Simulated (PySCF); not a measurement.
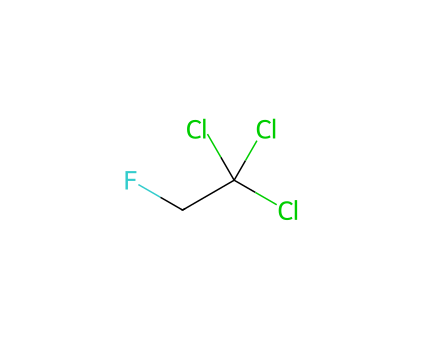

(Drawn from a calculation with PySCF.)

2D structure.

> Write the SMILES.

FCC(Cl)(Cl)Cl

> Give the formula, hydrogens included.

C2H2Cl3F.

> An optimisation with PBE0-D3(BJ)/def2-SVP gave a structure of which point group?

Cs.
